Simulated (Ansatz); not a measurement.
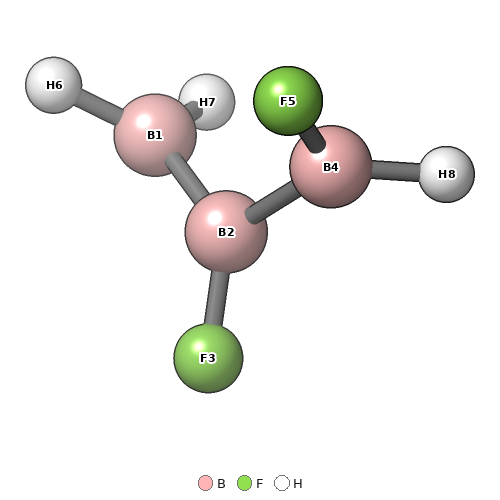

The system is B₃F₂H₃, SMILES BB(F)BF; the picture shows the reference structure. 
- Coordinates scanned: (1) angle H6–B1–B2; (2) dihedral H6–B1–B2–B4.
- Nothing is relaxed (all other coordinates rigid).
- The grid has 7 × 8 points.
- Points are written as (first, second).
- All energies are given in kJ/mol relative to the lowest grid point.
- Method: RKS PBE0-D4/def2-SVP in Ansatz 0.2.0.

Its coordinates:

```xyz
8

B    -0.1758    1.3604    0.5682
B     0.5892   -0.1162    0.3181
F     1.7412   -0.4582    0.9094
B    -0.1565   -1.2788   -0.7250
F    -0.1302   -1.1235   -2.0414
H     0.0511    2.3104   -0.1485
H    -1.0640    1.5012    1.3795
H    -0.7629   -2.2524   -0.3160
```

Range: angle H6–B1–B2 from 96.0 to 146.0°; dihedral H6–B1–B2–B4 from −180 to 135°.

Predict the map.

The lowest grid point is at (121.0°, −90°). There is a further well near (121.0°, 90°) (3.3 kJ/mol above the lowest at that grid point). The highest grid point, (96.0°, −180°), lies 82.2 kJ/mol above the lowest. On the interpolated surface the easiest way out of the lowest well to the well at (121.0°, 90°) passes a barrier of about 38 kJ/mol. Round the minimum the two coordinates are nearly uncoupled.

```tsv
dihedral H6–B1–B2–B4 ↓, angle H6–B1–B2 →	96.0	104.4	112.7	121.0	129.4	137.7	146.0
135	59.0	38.1	25.1	19.7	22.4	33.1	51.7
90	37.6	19.0	7.5	3.3	6.6	17.4	35.8
45	57.1	36.1	23.6	19.5	23.8	36.2	56.6
0	80.1	55.9	42.0	37.6	42.5	56.2	78.4
−45	55.1	33.8	21.1	16.8	20.8	32.9	52.9
−90	32.2	14.5	3.7	0.0	3.8	15.1	34.0
−135	52.2	32.9	21.1	16.8	20.5	32.1	51.8
−180	82.2	58.6	43.9	38.0	40.8	52.3	72.5
```

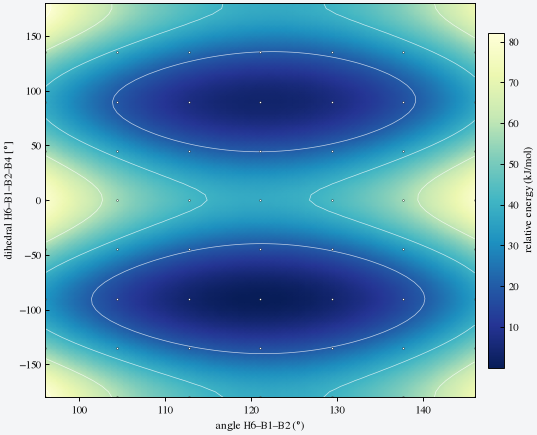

The picture shows a smooth colour map with a few white contour lines, dots at the grid points. Between grid points the surface is interpolated.

Each point was launched as `ansatz run input.yaml --threads 1 --pin off --max-ram 2560MiB --backend cpu --events-out ev --progress --plain --runs-dir out`. The whole map (56 points run) took 17 min on 1 thread of Intel(R) Xeon(R) Processor @ 2.50GHz (Skylake/Cascade Lake) (shared host).
